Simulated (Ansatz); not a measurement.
# C₂H₅Br₃Ge (GeEtBr3): what the fields show

Input file:

```
crystal:
  periodic: [false, false, false]
  atoms:
    - {symbol: Ge, position_ang: [-0.299255, -0.435767, -1.333638]}
    - {symbol: C, position_ang: [-0.262662, -0.423647, 0.632406]}
    - {symbol: C, position_ang: [0.509082, 0.763676, 1.204346]}
    - {symbol: H, position_ang: [0.177879, -1.400889, 0.920496]}
    - {symbol: H, position_ang: [-1.328780, -0.432067, 0.941355]}
    - {symbol: H, position_ang: [0.502585, 0.729161, 2.312609]}
    - {symbol: H, position_ang: [1.566851, 0.759974, 0.872873]}
    - {symbol: H, position_ang: [0.060328, 1.728838, 0.894713]}
    - {symbol: Br, position_ang: [1.866005, -0.515846, -2.182493]}
    - {symbol: Br, position_ang: [-1.315445, 1.500026, -2.131636]}
    - {symbol: Br, position_ang: [-1.476588, -2.273458, -2.131040]}
basis:
  gaussian: {orbitals: def2-TZVP, initial_orbitals: start.molden}
hamiltonian: {xc: pbe0, dispersion: d4}
scf: {omitted_lower_state_checks: [starts]}
output: {forces: true, orbitals: {seedname: orbitals}}
```

Command:

```sh
ansatz run in.yaml --threads 2 --pin off --events-out ev --progress --plain --max-ram 22528MiB --backend cuda --devices 0, --max-vram 18GiB
```

Geometry: PBE-D4/def2-SVP; not at a stationary point (largest force 0.5 eV/Å).

Theory: Ansatz 0.2.0, RKS PBE0-D4/def2-TZVP.

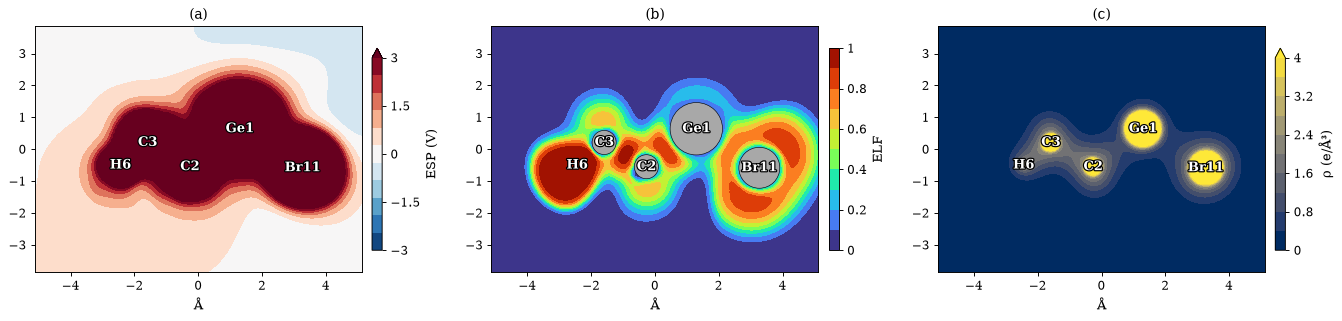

Figure 1. (a) molecular electrostatic potential; (b) ELF; (c) total electron density on the plane of atoms C2, Ge1 and Br11. Grey discs cover the atomic cores in the ELF map.

Q: What does the map show?

A: The plane passes through Ge, C, H and Br nuclei.
C–C (1.53 Å): ρ at the midpoint is about 1.6 e/Å³; the ELF peaks at about 0.95 between the atoms; a shared electron pair.
C–Ge (1.97 Å): ρ is about 0.88 e/Å³ halfway; the ELF peaks at about 0.90 in the valence shell of C, 0.7 Å from its nucleus, and is about 0.70 at the midpoint.
Ge–Br (2.32 Å): ρ at the midpoint is about 0.68 e/Å³; the ELF peaks at about 0.80 in the valence shell of Br, 1.0 Å from its nucleus, and is about 0.75 at the midpoint.
C–H (1.11 Å): ρ is about 1.9 e/Å³ halfway; the ELF climbs to about 1 towards the hydrogen, as it does in any bond to H (an ordinary covalent bond to hydrogen).
The ELF also peaks beside Br11, away from the bonds: lone-pair regions.
Outside the dense part of the molecule the potential is most negative (−0.4 V) near Br9, which lies off the plane.

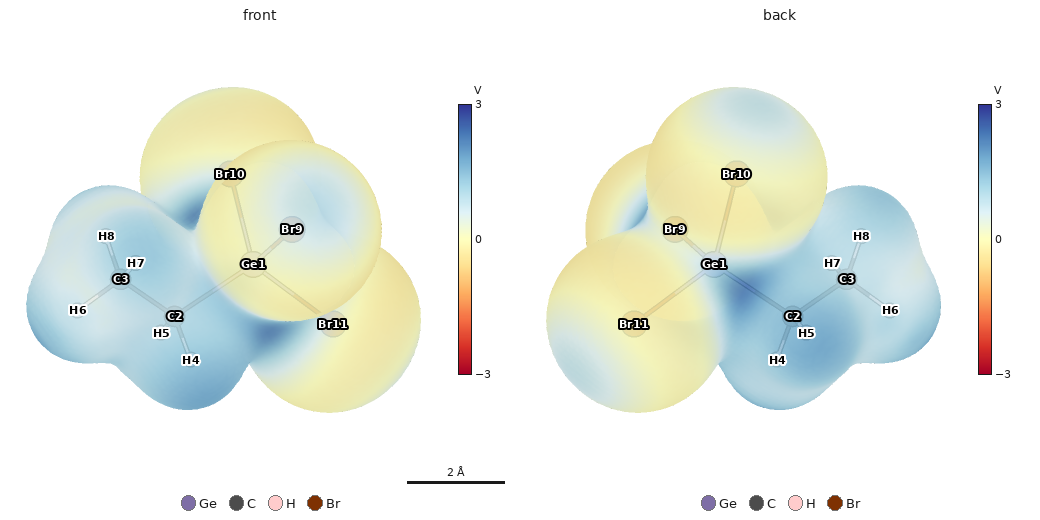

Figure 2. The electrostatic potential painted on the density surface at 0.004 e/bohr³, seen from the front and from behind; the colour scale runs from red (negative) to blue (positive).

Q: Which sites attract a positive test charge, and which a negative one?

A: A positive charge is drawn to the negative regions and a negative charge to the positive ones. The most negative region (about −0.3 V) lies over Br9, Br10 and Br11, the most positive (about +2.1 V) over Ge1. Br9 shows a σ-hole: about +0.9 V at the tip opposite its bond, against about −0.2 V on its flanks. Br10 shows a σ-hole: about +0.9 V at the tip opposite its bond, against about −0.2 V on its flanks. Br11 shows a σ-hole: about +0.9 V at the tip opposite its bond, against about −0.2 V on its flanks.

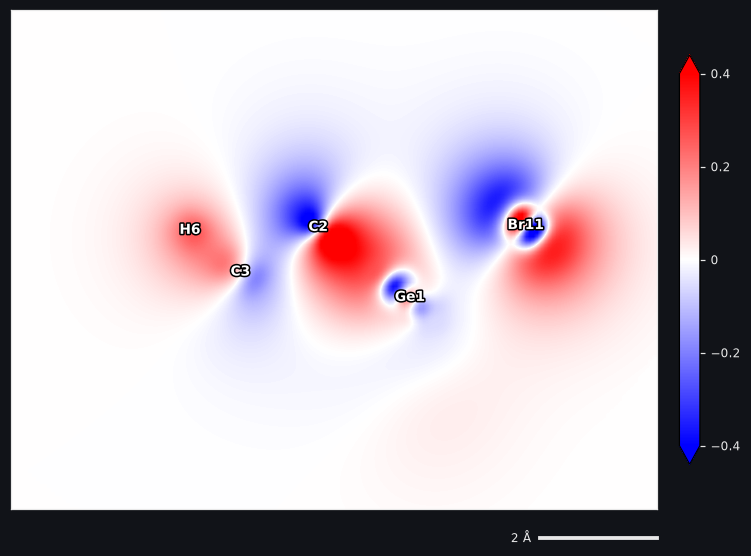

Figure 3. The HOMO−1 on the plane of atoms C2, C3 and H6 (values in Å⁻³ᐟ²; the overall sign is arbitrary).

Q: Describe this orbital and give its energy.

A: It lies mainly on Br11 (about 30 %), Br9 (about 20 %), Br10 (about 20 %), C2 (about 15 %) and Ge1 (about 10 %). Its energy is −8.50 eV.
